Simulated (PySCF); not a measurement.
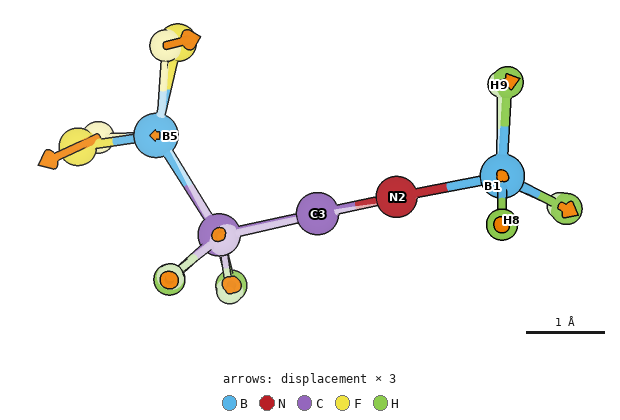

This is a relaxation of C₂H₅B₂F₂N. The starting structure is drawn faded, the final one solid; orange arrows show the displacements, magnified 3 times. The two geometries are superimposed by the best rigid fit.

The picture is a ball-and-stick view, seen at a tilt.

The start comes from GFN2-xTB. Its atoms were then displaced at random by about 0.01 Å.

Computed with PBE0-D3(BJ)/def2-SVP geometry optimisation, gas phase (PySCF 2.14.0, density-fitted response routines). 

> Which element moves most?

Fluorine: up to 0.36 Å, against 0.12 Å for hydrogen.

> Describe the change and its energy.

The energy falls by 5.30 kcal/mol in 15 geometry steps. An F atom moves most after the best rigid fit: 0.36 Å. Largest moves by element: F 0.36 Å, H 0.12 Å, C 0.08 Å, B 0.06 Å, N 0.01 Å. Some distances before and after: C–C 1.387 → 1.444 Å, B–N 1.477 → 1.531 Å, B–H 1.173 → 1.224 Å, B–C 1.617 → 1.583 Å. Among the angles between lasting bonds that change: C–B–F 122.7° → 118.9°, F–B–F 115.3° → 118.9°, N–B–H 103.6° → 106.2°.
